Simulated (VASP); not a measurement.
Band structure of ZrO2 (relaxed from the pyrite structure, space group Pa-3). Method: r2SCAN meta-GGA, VASP's PBE PAW potentials (set 64) (plane waves; VASP).

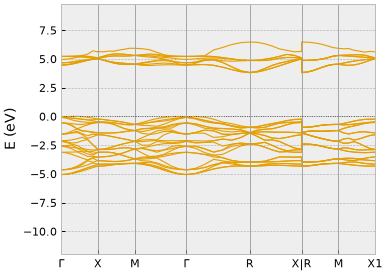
Figure: Bands along high-symmetry lines, zero at the valence-band maximum or, without a gap, the Fermi level

Q: Read the plot: is there a gap, and where are the band edges?

A: The gap is indirect, 3.81 eV, from the valence maximum at (0.20, 0.00, 0.00) to the conduction minimum at R.

The structure was generated: ZrO2 was put into the pyrite type (Pa-3), which need not be its known phase. It was relaxed first, which changed the volume by +16 %.
